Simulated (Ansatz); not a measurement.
```
CELL_PARAMETERS angstrom
4.09088 0.00000 0.00000
0.00000 4.09088 0.00000
0.00000 0.00000 4.09088
ATOMIC_POSITIONS crystal
As 0.50000 0.50000 0.00000
As 0.50000 0.00000 0.50000
As 0.00000 0.50000 0.50000
Ru 0.00000 0.00000 0.00000
```

Space group Pm-3m; a structure generated by program, which may or may not match a known phase; computed without spin polarisation.

Level of theory: DFT PBE, scalar-relativistic, plane waves, PAW (Ansatz).

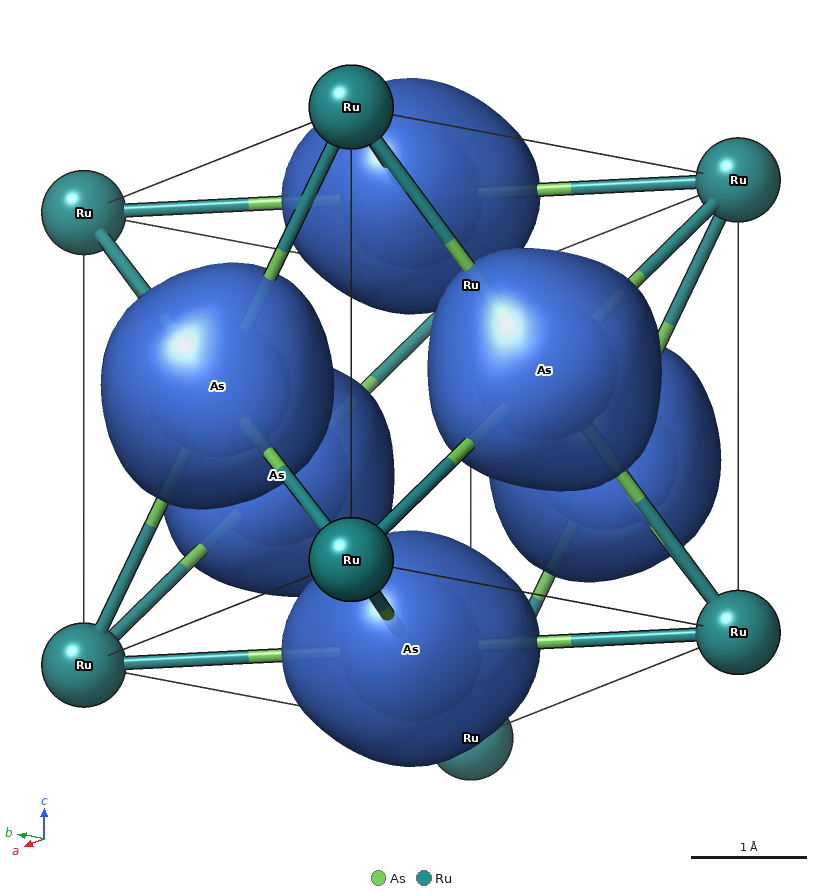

As₃Ru. Isosurface of the electron localisation function at 0.55 (blue), seen at an oblique angle. Only the valence region is drawn (cores and ρ < 0.01 e/Å³ removed). Sticks mark near contacts.

Core electrons are frozen (PAW), and the valence fields are smoothed inside the atomic spheres.

### Identify the bonds, lone pairs and shells in this picture.

At this value the surface marks out three regions wrapped around As (the valence shell of each), counted in one cell of 4 atoms. Regions shared between cells count once. Along the contacts the grid gives the following. As–Ru (2.89 Å): the ELF is about 0.30 at the midpoint.
